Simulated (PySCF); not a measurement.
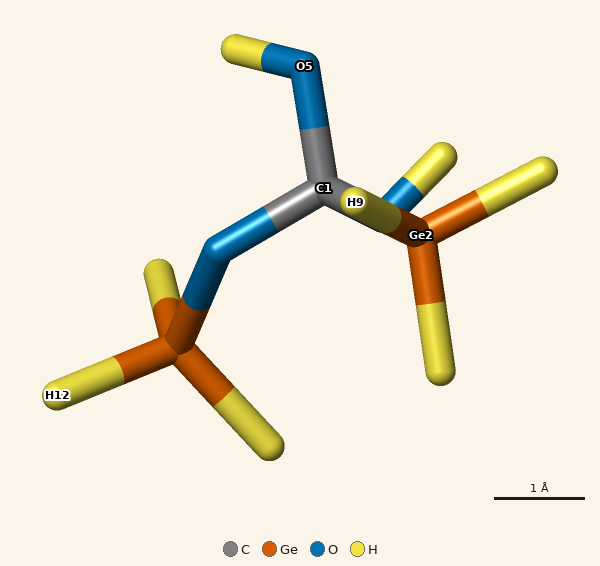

**Figure 1.** The structure (stick view, seen at a tilt; atoms are numbered from 1 in the order of the input). Sticks mark near contacts.

## Excited-state calculation of CH8Ge2O3

The run: excited-state calculation of CH8Ge2O3, SMILES O[C](O)([GeH3])[O][GeH3]. Method and program: TDDFT CAM-B3LYP/def2-SVPD, vertical, gas phase, core orbitals frozen in the response (PySCF 2.14.0).

The geometry comes from this level: PBE0-D3(BJ)/def2-SVP.

Log:
```
coarse grid: 55328 points
cycle   1  E = -4421.8206372154  dE = -5.219e-01  |g| = 1.143e+00  |ddm| = 5.766e+00
cycle   2  E = -4421.7208157643  dE =  9.982e-02  |g| = 1.400e+00  |ddm| = 7.505e+00
cycle   3  E = -4422.0378866452  dE = -3.171e-01  |g| = 1.140e-01  |ddm| = 3.965e+00
cycle   4  E = -4422.0396922180  dE = -1.806e-03  |g| = 5.537e-02  |ddm| = 2.827e-01
cycle   5  E = -4422.0402171182  dE = -5.249e-04  |g| = 1.252e-02  |ddm| = 9.867e-02
cycle   6  E = -4422.0402440632  dE = -2.695e-05  |g| = 4.191e-03  |ddm| = 3.069e-02
cycle   7  E = -4422.0402465814  dE = -2.518e-06  |g| = 5.446e-04  |ddm| = 8.736e-03
final grid: 113888 points
cycle   8  E = -4422.0401867197  dE = -1.164e-07  |g| = 4.497e-04  |ddm| = 1.189e-02
cycle   9  E = -4422.0401867197  dE = -5.548e-11  |g| = 4.861e-04  |ddm| = 1.872e-03
cycle  10  E = -4422.0401867531  dE = -3.338e-08  |g| = 5.001e-05  |ddm| = 6.601e-04
cycle  11  E = -4422.0401867536  dE = -5.275e-10  |g| = 1.967e-05  |ddm| = 2.692e-04
```

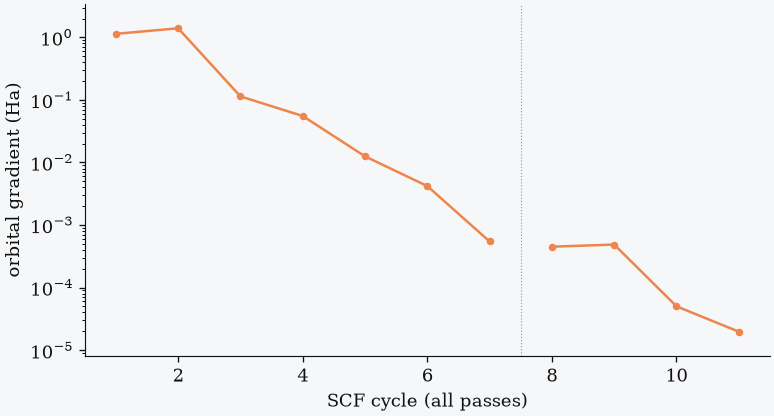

**Figure 2.** Convergence of the self-consistent field: orbital gradient against the SCF cycle. The dotted line marks the change from a coarse to the final integration grid. The first 7 cycles use a coarse grid, the final grid takes over at cycle 8, and the field converges after 11 cycles in all.

```
converged SCF energy = -4422.0401867536

Static polarisability (au): isotropic 88.927, principal 79.604 84.776 102.400

Singlet excitations
state   eV       nm        f      main configurations
  1   6.5986    187.9   0.04544   H->L 0.80, H->L+1 0.11
  2   6.9732    177.8   0.02532   H->L+1 0.66, H->L 0.13
  3   7.4258    167.0   0.00100   H->L+3 0.54, H->L+2 0.15, H-1->L 0.12
  4   7.7732    159.5   0.27223   H->L+2 0.46, H->L+4 0.28
  5   7.8671    157.6   0.09672   H-1->L 0.36, H->L+3 0.19, H->L+5 0.15
  6   7.9391    156.2   0.01351   H->L+5 0.50, H-1->L 0.09

Triplet excitations (Tamm-Dancoff, eV): 6.3553 6.6636
Vertical ionisation energy (delta-SCF) = 9.5436 eV
```

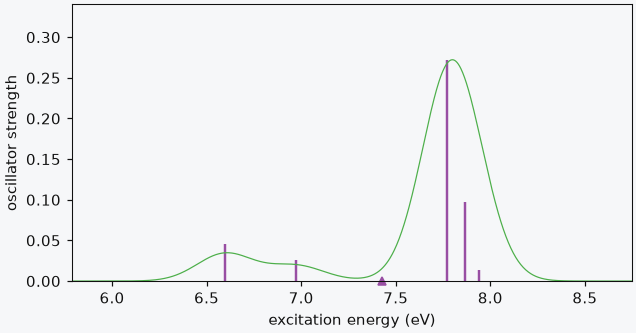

**Figure 3.** Computed excitations as sticks (degenerate states added up, dark ones marked on the axis), with a Gaussian envelope of 0.35 eV full width at half maximum, scaled to the tallest. Of the 6 states the lowest lies at 6.60 eV (f = 0.045); the strongest line is at 7.77 eV, or 160 nm (f = 0.272).

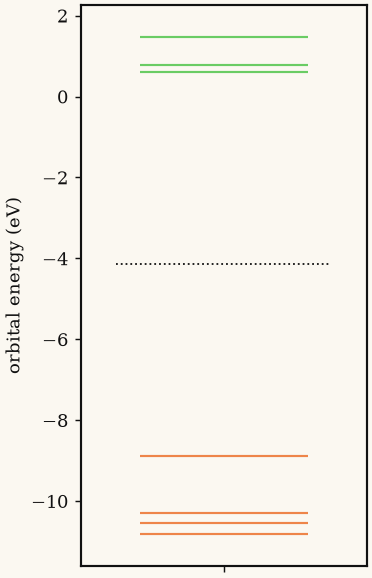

**Figure 4.** Orbital energies near the frontier; the dotted line parts filled from empty levels, and levels within 0.02 eV of each other stand side by side. Highest filled −8.88 eV, lowest empty 0.61 eV, 9.49 eV apart.

This output came from the following input.

Input:
```
{"job": {"kind": "uv", "xc": "CAM-B3LYP", "basis": "def2-SVPD", "nstates": 6, "ntriplets": 2, "ip": true}, "charge": 0, "multiplicity": 1}
C      0.066873     0.333085     0.569996
Ge     0.197878     2.181491    -0.169886
O      0.851636    -0.518079    -0.170857
Ge     0.145361    -1.961210    -1.013577
O      0.488411     0.381194     1.887372
O     -1.251723    -0.159957     0.486938
H     -0.243977     2.125315    -1.642512
H     -0.750765     3.116841     0.607088
H      1.639675     2.700603    -0.067384
H     -0.408638    -2.975172     0.000720
H     -0.913312    -1.515319    -2.029297
H      1.395560    -2.520206    -1.707734
H      0.736346    -0.522354     2.135744
H     -1.756876     0.215947     1.217662
```

The first line tells a small driver script what to run in PySCF; the rest is the geometry in Å.

Command:
```bash
OMP_NUM_THREADS=1 python <driver script> task.json out
```

Summary:

```json
{"quantity": "outcome", "value": "converged"}
{"quantity": "total energy", "value": "−4422.040187 hartree"}
{"quantity": "HOMO", "value": "−8.88 eV"}
{"quantity": "LUMO", "value": "0.61 eV"}
{"quantity": "dipole moment", "value": "1.75 D"}
{"quantity": "mean polarisability", "value": "88.93 a.u."}
{"quantity": "vertical ionisation energy", "value": "9.54 eV"}
{"quantity": "lowest singlet excitation", "value": "6.60 eV"}
{"quantity": "hardware", "value": "1 CPU thread, shared host"}
{"quantity": "wall time", "value": "2 min"}
{"quantity": "peak memory", "value": "1.3 GiB"}
```

Remarks:

Spin–orbit coupling is left out, which matters for the heavy atoms.
